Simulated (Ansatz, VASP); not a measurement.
**CdSnSeS: VASP beside Ansatz**

Wanted: the spread between two codes on one cell, functional and k mesh. The cell is invented: As first built, before any earlier steps moved the atoms (in the runner's words): it takes the SnTePbSe structure with some of its atoms replaced by other elements, volume scaled by an estimate. It may not be a known or stable phase. The cell is taken from a series of VASP runs on this material, whose earlier steps may have relaxed, scaled or displaced it; both programs get it as it stands. Valence electrons are named where the data sets of a main pair hold unlike numbers.

Calculated with Ansatz 0.2.0; plane waves, with VASP 6.6.1 beside it; single point at BLYP and band structure at BLYP.

### Step 1. Set-up

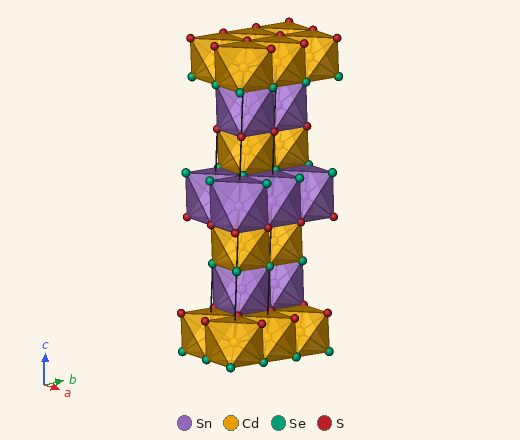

The cell as given, slightly off an axis (tin purple, cadmium orange, selenium teal, sulfur red). 1×2×1 cells are drawn. This picture shows the conventional cell, with its axes. Some periodic images of atoms are drawn too.

Coordinates:

```xyz
4
Lattice="2.1042 1.2148 6.8237 -2.1042 1.2148 6.8237 0.0000 -2.4297 6.8237" Properties=species:S:1:pos:R:3 pbc="T T T"
Sn    0.0000    0.0000   10.3417
Cd    0.0000    0.0000    0.0026
Se    0.0000    0.0000   15.1920
S     0.0000    0.0000    5.1703
```

### Step 2. VASP: single point, BLYP

With cell and atoms fixed, the geometry can't cause a difference; cores, projectors, grids and the points listed under the comparison can.

Lines of VASP's logs that name or quote its potential files are left out, and so is its time.

INCAR

```
SYSTEM = CdSnSeS
PREC = Accurate
ENCUT = 400
EDIFF = 1E-06
NELM = 100
ISMEAR = 0
SIGMA = 0.05
LREAL = .FALSE.
ALGO = Normal
GGA = B5
ALDAX = 1
AGGAX = 1
AGGAC = 1
ALDAC = 0
NBANDS = 25
LORBIT = 11
LWAVE = .FALSE.
LCHARG = .TRUE.
ISIF = 2
LELF = .TRUE.
LVHAR = .TRUE.
```

POSCAR

```
CdSnSeS
1.0
    2.1041712254      1.2148439206      6.8236988141
   -2.1041712254      1.2148439206      6.8236988141
    0.0000000000     -2.4296878413      6.8236988141
Sn Cd Se S
1 1 1 1
Direct
    0.5051875393      0.5051875393      0.5051875393
    0.0001288602      0.0001288602      0.0001288602
    0.7421171600      0.7421171600      0.7421171600
    0.2525664404      0.2525664404      0.2525664404
```

KPOINTS

```
Automatic mesh
0
Gamma
8 8 8
0 0 0
```

PAW data sets: Sn_d, Cd, Se and S (PBE family, release 64).

The run is started by

```bash
> mpirun -np 2 vasp_std
```

Numbers of over 12 decimals in the logs are rounded to 6 here.

The program printed:

```text
[banner, memory and clock lines left out]
running    2 mpi-ranks, on    1 nodes
 distrk:  each k-point on    2 cores,    1 groups
 distr:  one band on    1 cores,    2 groups

 POSCAR found type information on POSCAR SnCdSeS
 POSCAR found :  4 types and       4 ions
|                                                                             |
|               ----> ADVICE to this user running VASP <----                  |
|                                                                             |
|     You enforced a specific xc type in the INCAR file but a different       |
|     [... a line on the potential file left out ...]
|     I HOPE YOU KNOW WHAT YOU ARE DOING!                                     |
|                                                                             |

 LDA part: xc-table for (Slater(with rela. corr.)+VWN5), standard interpolation
|                                                                             |
|           W    W    AA    RRRRR   N    N  II  N    N   GGGG   !!!           |
|           W    W   A  A   R    R  NN   N  II  NN   N  G    G  !!!           |
|           W    W  A    A  R    R  N N  N  II  N N  N  G       !!!           |
|           W WW W  AAAAAA  RRRRR   N  N N  II  N  N N  G  GGG   !            |
|           WW  WW  A    A  R   R   N   NN  II  N   NN  G    G                |
|           W    W  A    A  R    R  N    N  II  N    N   GGGG   !!!           |
|                                                                             |
|     The number of bands has been changed from the values supplied in        |
|     The orbitals not found in the WAVECAR file will be initialized with     |
|     random numbers, which is usually adequate. For correlated               |
|     calculations, however, you should redo the groundstate calculation.     |
|     I found NBANDS = 25. Now, NBANDS = 26.                                  |
|                                                                             |

 POSCAR, INCAR and KPOINTS ok, starting setup
 FFT: planning ... GRIDC
 FFT: planning ... GRID_SOFT
 FFT: planning ... GRID
 WAVECAR not read
 entering main loop
       N       E                     dE             d eps       ncg     rms          rms(c)
DAV:   1     0.296699101870E+03    0.29670E+03   -0.16018E+04  3446   0.139E+03
DAV:   2     0.201251891194E+02   -0.27657E+03   -0.26790E+03  3522   0.383E+02
DAV:   3    -0.118489786104E+02   -0.31974E+02   -0.31514E+02  4290   0.123E+02
DAV:   4    -0.128789470037E+02   -0.10300E+01   -0.10275E+01  3748   0.230E+01
DAV:   5    -0.129024498386E+02   -0.23503E-01   -0.23488E-01  4396   0.377E+00    0.620E+00
DAV:   6    -0.117647089529E+02    0.11377E+01   -0.26637E+00  4200   0.125E+01    0.516E+00
DAV:   7    -0.117685106341E+02   -0.38017E-02   -0.50368E-01  3640   0.350E+00    0.282E+00
DAV:   8    -0.117719927085E+02   -0.34821E-02   -0.36518E-02  4038   0.151E+00    0.467E-01
DAV:   9    -0.117716709799E+02    0.32173E-03   -0.73938E-03  4102   0.588E-01    0.119E-01
DAV:  10    -0.117719178739E+02   -0.24689E-03   -0.10055E-03  3564   0.190E-01    0.658E-02
DAV:  11    -0.117720255382E+02   -0.10766E-03   -0.12463E-04  3688   0.686E-02    0.298E-02
DAV:  12    -0.117720395656E+02   -0.14027E-04   -0.16746E-05  3822   0.295E-02    0.992E-03
DAV:  13    -0.117720413111E+02   -0.17455E-05   -0.41029E-06  3788   0.112E-02    0.247E-03
DAV:  14    -0.117720412815E+02    0.29566E-07   -0.18875E-07  1858   0.294E-03
   1 F= -.11772041E+02 E0= -.11772041E+02  d E =-.441059E-10
```

Parts of OUTCAR (step 2):

```text
ion  position               nearest neighbor table
   1  0.505  0.505  0.505-   4 2.94   4 2.94   4 2.94   3 3.13   3 3.13   3 3.13
   2  0.000  0.000  0.000-   3 2.88   3 2.88   3 2.88   4 2.94   4 2.94   4 2.94
   3  0.742  0.742  0.742-   2 2.88   2 2.88   2 2.88   1 3.13   1 3.13   1 3.13
   4  0.253  0.253  0.253-   1 2.94   1 2.94   1 2.94   2 2.94   2 2.94   2 2.94

  LATTYP: Found a trigonal (rhomboedric) cell.
 ALAT       =     7.2433588757
 COS(alpha) =     0.8312234157

 Subroutine GETGRP returns: Found  6 space group operations
 (whereof  6 operations were pure point group operations)

The static configuration has the point symmetry C_3v.

 Found     65 irreducible k-points:

   k-points           NKPTS =     65   k-points in BZ     NKDIM =     65   number of bands    NBANDS=     26

   dimension x,y,z NGX =    48 NGY =   48 NGZ =   48
   dimension x,y,z NGXF=    96 NGYF=   96 NGZF=   96

   ENCUT  =  400.0 eV  29.40 Ry    5.42 a.u.  11.81 11.81 11.81*2*pi/ulx,y,z

   NELECT =      38.0000    total number of electrons

 k-points in reciprocal lattice and weights: Automatic mesh
   0.00000000  0.00000000  0.00000000       0.002
   0.12500000 -0.00000000  0.00000000       0.012
   0.25000000 -0.00000000  0.00000000       0.012
   0.37500000  0.00000000 -0.00000000       0.012
   0.50000000 -0.00000000  0.00000000       0.006
   0.12500000  0.12500000  0.00000000       0.012
   0.25000000  0.12500000 -0.00000000       0.023
   0.37500000  0.12500000  0.00000000       0.023
   0.50000000  0.12500000 -0.00000000       0.023
[...]
-0.37500000  0.50000000  0.37500000       0.012
   0.50000000  0.50000000  0.50000000       0.002

 average (electrostatic) potential at core
       1-103.2369       2 -37.7493       3 -53.8080       4 -86.9803

 E-fermi :   4.3364

 k-point     1 :       0.0000    0.0000    0.0000
  band No.  band energies     occupation
    ...
     15       2.4029      2.00000
     16       2.4029      2.00000
     17       2.5505      2.00000
     18       3.1731      2.00000
     19       3.1731      2.00000
     20       5.5836      0.00000
     21       6.7335      0.00000
     22       6.7335      0.00000
     23       7.0297      0.00000
     24      10.5286      0.00000
    ...

 k-point     2 :       0.1250   -0.0000    0.0000
  band No.  band energies     occupation
    ...
     15       2.1082      2.00000
     16       2.2974      2.00000
     17       2.5874      2.00000
     18       3.0036      2.00000
     19       3.4038      2.00000
     20       5.5533      0.00000
     21       6.2819      0.00000
     22       6.9817      0.00000
     23       8.1871      0.00000
     24       9.8759      0.00000
    ...

 k-point     3 :       0.2500   -0.0000    0.0000
  band No.  band energies     occupation
    ...
     15       0.8981      2.00000
     16       2.0534      2.00000
     17       2.4328      2.00000
     18       2.6713      2.00000
     19       3.7323      2.00000
     20       5.3308      0.00000
     21       6.8777      0.00000
     22       7.4212      0.00000
     23       7.7863      0.00000
     24       9.4151      0.00000
    ...

  Total        0.0183958      0.0183958     -0.0061302      0.0000000      0.0000000      0.0000000
  in kB        0.2816155      0.2816156     -0.0938457      0.0000000      0.0000000      0.0000000
  external PRESSURE =       0.1564618 kB  Pullay stress =       0.0000000 kB

  energy-cutoff  :      400.00
  volume of cell :      104.66
      direct lattice vectors                 reciprocal lattice vectors
     2.104171225  1.214843921  6.823698814     0.237623248  0.137191835  0.048849362
    -2.104171225  1.214843921  6.823698814    -0.237623248  0.137191835  0.048849362
     0.000000000 -2.429687841  6.823698814     0.000000000 -0.274383670  0.048849362

 POSITION                                       TOTAL-FORCE (eV/Angst)
 -----------------------------------------------------------------------------------
      0.00000     -0.00000     10.34174         0.000000      0.000000     -0.002667
      0.00000     -0.00000      0.00264         0.000000      0.000000     -0.004966
      0.00000     -0.00000     15.19195         0.000000     -0.000000      0.007935
      0.00000     -0.00000      5.17031         0.000000      0.000000     -0.000301
 -----------------------------------------------------------------------------------
    total drift:                               -0.000000     -0.000000     -0.000043

  FREE ENERGIE OF THE ION-ELECTRON SYSTEM (eV)
  ---------------------------------------------------
  free  energy   TOTEN  =       -11.7720412815 eV

  energy  without entropy=      -11.7720412815  energy(sigma->0) =      -11.77204128

 total charge
# of ion       s       p       d       tot
------------------------------------------
    1        1.421   0.595   9.984  12.000
    2        0.409   0.203   9.573  10.184
    3        1.476   2.335   0.016   3.827
    4        1.364   2.320   0.000   3.684
--------------------------------------------------
tot          4.670   5.452  19.573  29.695

[... 3 further parts left out ...]
```

The gap is read on the k-mesh alone, so it is an upper bound where the band edges lie off the mesh. The PAW data sets were made with PBE, which is usual practice but a small mismatch for other functionals.

### Step 3. Ansatz: single point, BLYP

Ansatz runs on its default PAW (the set named soft_2) files.

The same cell, functional (in two slightly different forms), mesh and smearing now go to Ansatz, which takes its cutoff from its data sets.

input.yaml

```yaml
crystal:
  lattice:
    - [2.1041712254, 1.2148439206, 6.8236988141]
    - [-2.1041712254, 1.2148439206, 6.8236988141]
    - [0.0, -2.4296878413, 6.8236988141]
  atoms:
    - { symbol: Sn, position: [0.5051875393, 0.5051875393, 0.5051875393] }
    - { symbol: Cd, position: [0.0001288602, 0.0001288602, 0.0001288602] }
    - { symbol: Se, position: [0.74211716, 0.74211716, 0.74211716] }
    - { symbol: S, position: [0.2525664404, 0.2525664404, 0.2525664404] }
hamiltonian:
  xc: blyp
  pseudopotentials: { kind: paw }
kpoints:
  mp_grid: { grid: [8, 8, 8] }
scf:
  occupations: { method: gaussian, width: 0.05 }
  n_extra_bands: 5
output:
  forces: true
  stress: true
  eigenvalues: true
```

The run is started by

```bash
> ansatz run input.yaml --threads 2 --pin off --max-ram 4608MiB --backend cpu --events-out ev --progress --plain --runs-dir out
```

The program printed:

```text
basis.fft_grid_basis auto: the FFT boxes are laid along the combinations [[1, 0, -1], [0, 1, -1], [0, 0, 1]] of the cell's own vectors, 4.208, 4.208 and 7.243 Å long. The dense box has 30×30×50 points. Along the cell's own vectors, as sized, it would have 50×50×50, 2.78 times as many. Of the 6 symmetry operations that the crystal satisfies within crystal.symmetry.tolerance (time reversal apart; of a slab, those that  [...]
scf.n_extra_bands = 5 over 28 filled bands (N_el = 56.0): the run solves 33 bands
Engine: ansatz 0.2.0, x86_64-unknown-linux-gnu
Pseudopotentials: kind: paw
Pseudopotential: Sn, paw, valence charge 14, recommended cutoff 420 eV (normal), Sn.paw.azcp
Pseudopotential: Cd, paw, valence charge 20, recommended cutoff 420 eV (normal), Cd.paw.azcp
Pseudopotential: Se, paw, valence charge 16, recommended cutoff 420 eV (normal), Se.paw.azcp
Pseudopotential: S, paw, valence charge 6, recommended cutoff 420 eV (normal), S.paw.azcp
Functional definition: BLYP
  parameter beta = 0.0042
  parameter a = 0.04918
  parameter b = 0.132
  parameter c = 0.2533
  parameter d = 0.349
  exchange = b88_x(beta = beta)
  correlation = lyp_c(a = a, b = b, c = c, d = d)
Crystal: 4 atoms, lattice volume = 104.658 Å³
Basis set: ecut = 420 eV, 1985 PW (Γ), FFT grids on a1−a3, a2−a3, a3, exchange–correlation on 60×60×100 points (8 copies of the dense FFT grid, shifted against one another)
Bands: 33, of which v1, the nominal top of the filled ones, is band 28 counted from 1 (27 counted from 0)
Symmetry: 6 space group operations
Space group: R3m (ITA 160), of the structure as read, at distance tolerance 4.7e-5 Å
k-points: 65 of 512 (time reversal used)
Non-local potential: Sn, projectors of the file, l = 0: 2, l = 1: 2, l = 2: 2, l = 3: 2
Non-local potential: Cd, projectors of the file, l = 0: 3, l = 1: 2, l = 2: 2, l = 3: 1
Non-local potential: Se, projectors of the file, l = 0: 2, l = 1: 2, l = 2: 3, l = 3: 1
Non-local potential: S, projectors of the file, l = 0: 2, l = 1: 2, l = 2: 2
PAW form: soft (Blöchl's): semilocal exchange-correlation on the pseudo side does not see the compensation charge
PAW frozen core: Sn, regenerated for the run's functional, and the local potential with it (the file was generated under x = pbe(κ = 0.804, μ = 0.219515), c = pbe(β = 0.066725))
PAW frozen core: Cd, regenerated for the run's functional, and the local potential with it (the file was generated under x = pbe(κ = 0.804, μ = 0.219515), c = pbe(β = 0.066725))
PAW frozen core: Se, regenerated for the run's functional, and the local potential with it (the file was generated under x = pbe(κ = 0.804, μ = 0.219515), c = pbe(β = 0.066725))
PAW frozen core: S, regenerated for the run's functional, and the local potential with it (the file was generated under x = pbe(κ = 0.804, μ = 0.219515), c = pbe(β = 0.066725))
PAW one-centre angular grid: Sn, 590 points (default); XC on 64 Gauss nodes
PAW one-centre angular grid: Cd, 590 points (default); XC on 64 Gauss nodes
PAW one-centre angular grid: Se, 590 points (default); XC on 64 Gauss nodes
PAW one-centre angular grid: S, 110 points (default); XC on 64 Gauss nodes
Initial density: superposition of atomic densities (neutral atoms: chi_scale 0, normalization atom), corrected by the library's trained network
Initial wavefunctions: pseudopotential atomic-orbital guess
Functional: x = b88, c = lyp
SCF iter   1: F=—  HF=-20699.281311 eV  |F-HF|=—  |Δ(HF+E_count)|=         —  Δρ=7.75e-3  dr2=8.70e-2  ethr=1.77e-3  ⟨swp⟩=6.3  Hψ=8482  notcnv=0
preconditioner: auto → Resta (q_TF=auto, 2.458 Å⁻¹)  ε∞=3.8  [insulator: Δε(μ)=0.509 eV  Ē_g=13.485 eV  σ=0.050 eV  W_gap=1.00  n_scr=28 (ndim 8)  ℏωp=22.4 eV  f_vac=0.020  D(μ)=0.00/eV (n_scr^D=0)  ε∞_Penn≈3.8]
SCF iter   2: F=—  HF=-20699.259066 eV  |F-HF|=—  |Δ(HF+E_count)|=   2.22e-2  Δρ=2.65e-3  dr2=8.06e-3  ethr=1.55e-4  ⟨swp⟩=2.0  Hψ=3585  notcnv=0  defer=65
SCF iter   3: F=—  HF=-20699.257179 eV  |F-HF|=—  |Δ(HF+E_count)|=   1.89e-3  Δρ=1.06e-3  dr2=1.49e-3  ethr=1.44e-5  ⟨swp⟩=2.0  Hψ=2919  notcnv=0  defer=65
SCF iter   4: F=—  HF=-20699.256940 eV  |F-HF|=—  |Δ(HF+E_count)|=   2.39e-4  Δρ=2.41e-4  dr2=9.53e-5  ethr=2.66e-6  ⟨swp⟩=2.0  Hψ=3055  notcnv=0  defer=65
SCF iter   5: F=—  HF=-20699.256962 eV  |F-HF|=—  |Δ(HF+E_count)|=   2.17e-5  Δρ=8.23e-5  dr2=1.09e-5  ethr=1.70e-7  ⟨swp⟩=2.0  Hψ=3640  notcnv=0  defer=65
SCF iter   6: F=—  HF=-20699.256961 eV  |F-HF|=—  |Δ(HF+E_count)|=   5.31e-7  Δρ=4.38e-5  dr2=2.27e-6  ethr=1.95e-8  ⟨swp⟩=2.0  Hψ=3640  notcnv=0  defer=65
SCF iter   7: F=—  HF=-20699.256962 eV  |F-HF|=—  |Δ(HF+E_count)|=   1.51e-6  Δρ=1.15e-5  dr2=1.47e-7  ethr=4.05e-9  ⟨swp⟩=2.0  Hψ=2696  notcnv=0  defer=65
SCF iter   8: F=-20699.256963 eV  HF=-20699.256963 eV  |F-HF|=5.78e-9  |Δ(HF+E_count)|=   1.83e-7  Δρ=3.43e-6  dr2=1.00e-8  ethr=1.79e-10  ⟨swp⟩=9.2  Hψ=8896  notcnv=0
SCF 1 converged in 8 iterations: F = -20699.256963 eV  dr2 = 1.00e-8
  greatest PAW one-centre occupation: 1.000 electrons in one spin orbital (limit 2), on the Cd atom at site 1 (counted from 0), in its partial waves of l = 0
SCF converged after 8 iterations
Free energy (F): -20699.256963 eV
Harris-Foulkes:  -20699.256963 eV  (|F-HF|=5.78e-9)
Internal energy: -20699.256963 eV  (E = F + TS)
E sigma→0 (E₀):  -20699.256963 eV
Fermi energy:    8.784008 eV
--- Per-component energies (eV) ---
  E_band       = -963.279503
  E_kinetic    = 914.712260
  E_local      = -7522.299247  (includes V_loc(G=0)·N_el)
  E_nonlocal   = -572.021781
  E_hartree    = 3689.129760
  E_xc         = -754.122583
  E_vxc        = -493.418492  (∫ρ·V_xc dr)
  E_paw        = -10781.602175  (= ΣΔE_a)
  E_vpaw       = -668.510938  (= ΣTr[D̂ρ^β])
  E_aug_tail   = -0.000594  (compensation charges beyond the density's cutoff)
  E_ewald      = -5673.285959
  E_core_change = 0.233356  (= ΣΔE_core)
  E_smearing   = -0.000000  (= −TS)
  E_closure    = -0.000000  (closes the sum)
  Σ components = -20699.256963   (vs F -20699.256963, Δ=0.00e0)
--- Forces (eV/Å), atoms counted from 1 ---
  atom   1  Sn     0.00000000     0.00000000    -0.00256755
  atom   2  Cd     0.00000000    -0.00000000     0.00754274
  atom   3  Se     0.00000000     0.00000000    -0.01524154
  atom   4  S      0.00000000    -0.00000000     0.01026369
  max |Σ_I F_I| component: 2.66e-6 eV/Å
--- Stress (GPa, compression-positive) ---
        0.041492       0.000000       0.000000
        0.000000       0.041492       0.000000
        0.000000       0.000000       0.033495
  P = ⅓ Tr σ = 0.0388 GPa (0.388 kbar)
--- Band table (eV; the first three rows and the last of 65) ---
  k-point 0: bands = [... 24 lower, 6.8621, 7.0058, 7.6290, 7.6290, 10.0365, 11.1895, 11.1895, 11.4669, ... 1 higher]
  k-point 1: bands = [... 24 lower, 6.7574, 7.0441, 7.4600, 7.8527, 10.0025, 10.7334, 11.4368, 12.6324, ... 1 higher]
  k-point 2: bands = [... 24 lower, 6.5145, 6.8905, 7.1289, 8.1805, 9.7801, 11.3322, 11.8751, 12.2335, ... 1 higher]
  k-point 64: bands = [... 24 lower, 6.8839, 7.5470, 7.5470, 8.5019, 9.2210, 11.6363, 11.6363, 12.6777, ... 1 higher]
```

Wall time 6.8 s (2 threads of Intel Xeon Platinum 8559C (Emerald Rapids), shared host); peak memory 0.54 GiB.

The run ends at a pressure of 0.04 GPa, with forces up to 0.015 eV/Å.

### Step 4. Comparison

Known differences besides the potentials themselves: the data sets hold 56 valence electrons in Ansatz (on its default PAW (the set named soft_2) files) and 38 in VASP; the cutoff is 420 eV in Ansatz and 400 eV in VASP; Ansatz makes its cores anew for this functional, VASP keeps those of its PBE data sets; VASP leaves aspherical gradient terms in its spheres out (LASPH is not set), Ansatz keeps them; VASP's log shows a relativistic correction to its local exchange, Ansatz's none. Total energies have different zeros and are not compared.

Compared:

| quantity | Ansatz | VASP | difference |
| --- | --- | --- | --- |
| pressure (GPa) | 0.04 | 0.02 | +0.02 |
| gap on the k mesh (eV) | 0.409 | 0.402 | +0.006 |

At this near-relaxed geometry the largest component of a force difference is 23 meV/Å. A gap on the mesh is an upper bound, since the band edges may lie between its points. Ansatz's pressure holds a Pulay correction of 0.03 GPa; VASP's holds none.

(Part 1 of 2 ends here.)

[Lines on the potential files, build, host, timing and source positions are cut from VASP's logs without a mark.]

[Logs are printed without paths, hosts, clocks, repeated set-up lines and the standing remarks that a program may print on its own settings, such as how far it seeks lower states.]

[Hosts, paths, dates, database ids (printed as entryN), source tags and the programs' standing remarks are cut or masked in the printed files.]
